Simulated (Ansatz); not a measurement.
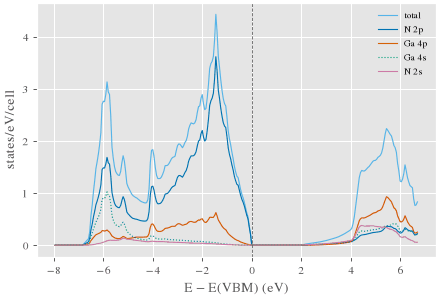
Figure: Total and projected density of states of GaN (wurtzite, P6_3mc), plane-wave PAW PBE (Ansatz code)

### Question
Which orbitals carry the states next to the gap?

### Answer
Top 1 eV of the valence band: N 2p 88 %, Ga 4p 8 %. Bottom 1 eV of the conduction band: N 2s 37 %, Ga 4s 35 %, N 2p 18 %, Ga 4p 8 %. Projections are on Löwdin-orthogonalised atomic valence shells; empty p or d shells of many metals are not among them.

### Question
Where is the tallest occupied peak in this window, and what makes it?

### Answer
Near -1.4 eV, about 4.4 states/eV per cell; the largest projected share is N 2p.

Symmetry was held in the PBE relaxation. Spin–orbit coupling is left out wherever it is not named.

Potentials: the later of the program's two PAW sets.
